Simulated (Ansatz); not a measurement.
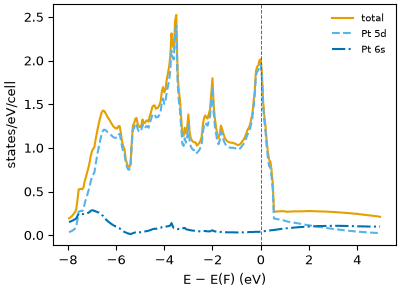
Figure. Total and projected density of states of Pt (fcc (Cu type), Fm-3m), LDA in the plane-wave PAW code Ansatz

Problem. Which orbitals carry the states next to the Fermi level?

Solution. Within 0.5 eV of the Fermi level: Pt 5d 96 %. Projections are on Löwdin-orthogonalised atomic valence shells; empty p or d shells of many metals are not among them.

Problem. Where is the tallest occupied peak in this window, and what makes it?

Solution. Near -3.5 eV, about 2.5 states/eV per cell; the largest projected share is Pt 5d.

Symmetry was held in the LDA relaxation. No spin polarisation was allowed. Scalar-relativistic: spin–orbit coupling is off unless named, which matters more the heavier the elements.

Potentials: the later of the program's two PAW sets.
